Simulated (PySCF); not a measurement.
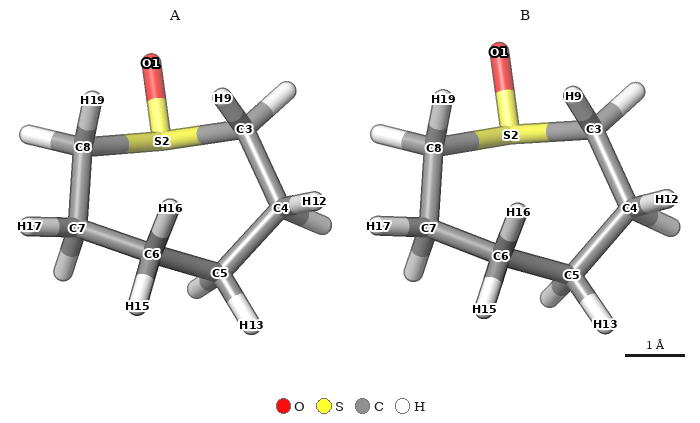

Two geometries of C$_{6}$H$_{12}$OS, drawn at one scale. One is the start of a relaxation, the other its converged end. Style: stick. Shown at a tilt.

All numbers below come from PBE0-D3(BJ)/def2-SVP geometry optimisation, gas phase in PySCF. 

Which one is relaxed?

Answer. Structure B is the relaxed one. The start comes from GFN2-xTB. The largest move after the best rigid fit is that of the O atom, 0.22 Å. Largest moves by element: O 0.22 Å, H 0.18 Å, S 0.11 Å, C 0.08 Å. Among the contacts that change: O–S 1.465 → 1.505 Å, C–S 1.857 → 1.832 Å, C–H 1.092 → 1.101 Å. Among the angles between lasting bonds that change: S–C–C 111.3° → 115.2°, S–C–C 113.2° → 116.9°, S–C–H 105.0° → 102.1°. The energy falls by 3.63 kcal/mol in 10 geometry steps. The run took about 5 core-minutes on a shared host.
